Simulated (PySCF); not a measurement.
**C2H10FPSi3: density, localisation and related maps**

```yaml
atoms:
  - { symbol: C, position_ang: [3.0229, 0.3711, -0.7661] }
  - { symbol: C, position_ang: [2.2204, -0.6773, -0.6694] }
  - { symbol: Si, position_ang: [0.8567, -0.8803, 0.6094] }
  - { symbol: P, position_ang: [-1.0614, -0.7174, -0.5308] }
  - { symbol: Si, position_ang: [-2.6067, -0.8549, 1.0708] }
  - { symbol: Si, position_ang: [-1.0446, 1.4565, -0.9558] }
  - { symbol: F, position_ang: [-2.4877, 1.8353, -1.5570] }
  - { symbol: H, position_ang: [2.9717, 1.1907, -0.0671] }
  - { symbol: H, position_ang: [3.7702, 0.4611, -1.5401] }
  - { symbol: H, position_ang: [2.3161, -1.4695, -1.4032] }
  - { symbol: H, position_ang: [0.9941, 0.1329, 1.6649] }
  - { symbol: H, position_ang: [0.8738, -2.2193, 1.2051] }
  - { symbol: H, position_ang: [-2.3680, 0.0761, 2.1788] }
  - { symbol: H, position_ang: [-3.8953, -0.5691, 0.4481] }
  - { symbol: H, position_ang: [-2.5506, -2.2282, 1.5683] }
  - { symbol: H, position_ang: [-0.9265, 2.3490, 0.1926] }
  - { symbol: H, position_ang: [-0.0921, 1.7554, -2.0131] }
```

Geometry: GFN2-xTB.

Level of theory: PBE0/pcSseg-1, SCF density, gas phase, non-relativistic in PySCF 2.14.0.

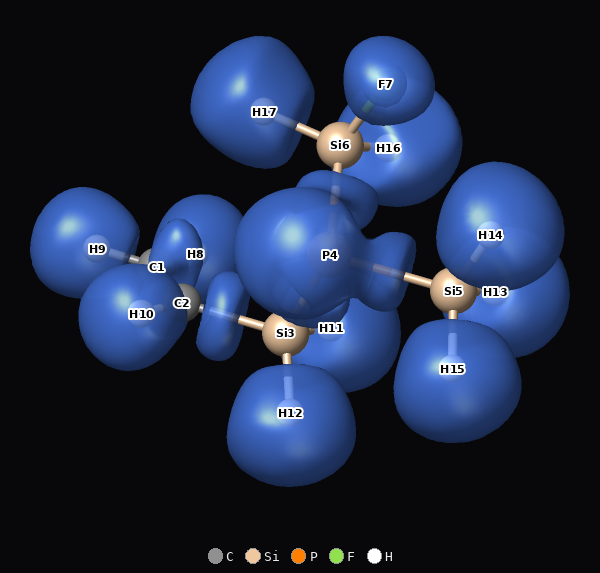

Figure 1. Isosurface of the electron localisation function at 0.75 (blue), seen at a tilt. Only the valence region is drawn (cores and ρ < 0.01 e/Å³ removed).

**Identify the bonds, lone pairs and shells in this picture.**

At this value the surface marks out one region between bonded C–C atoms (shared pairs), one region between bonded C–Si atoms (shared pairs), ten regions around hydrogen nuclei, one region on P in which the atom's valence shell and bonds are merged and one region wrapped around F (its lone pairs, merged into a ring or cap).


C–C (1.32 Å): the ELF peaks at about 0.90 between the atoms: a multiple bond. Si–F (1.61 Å): the ELF peaks at about 0.85 in the valence shell of F, 0.5 Å from its nucleus, and is about 0.50 at the midpoint.

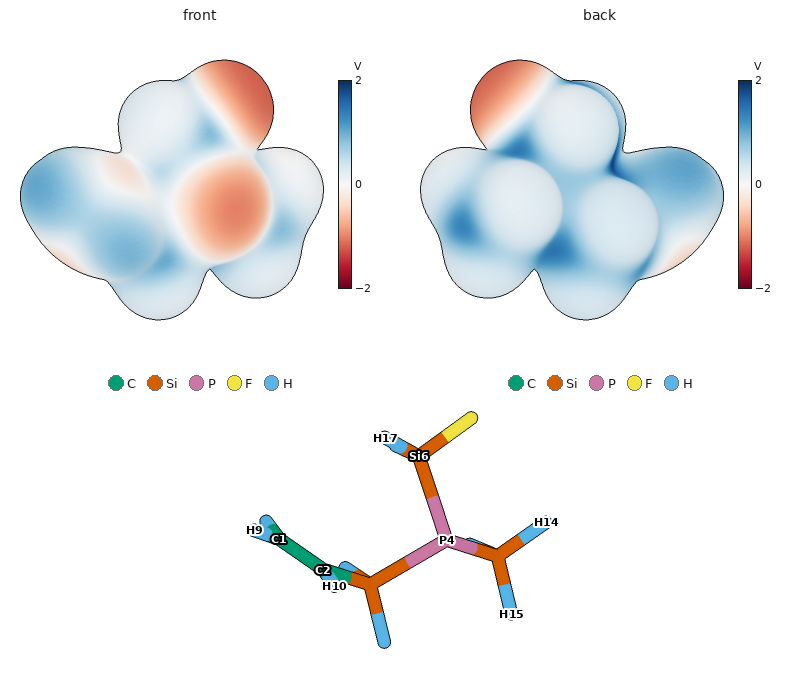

Figure 2. The electrostatic potential painted on the density surface at 0.002 e/bohr³, seen from the front and from behind; red is negative and blue positive. The bare structure is drawn below in the same view.

**Where is the surface potential most negative and most positive?**

The most negative region (about −1.2 V, or −28 kcal/mol for a unit charge) lies over F7, the most positive (about +1.6 V, or +37 kcal/mol for a unit charge) over Si3 and Si6.

**What dipole moment does the calculation give?**

Its dipole moment is 2.44 D.
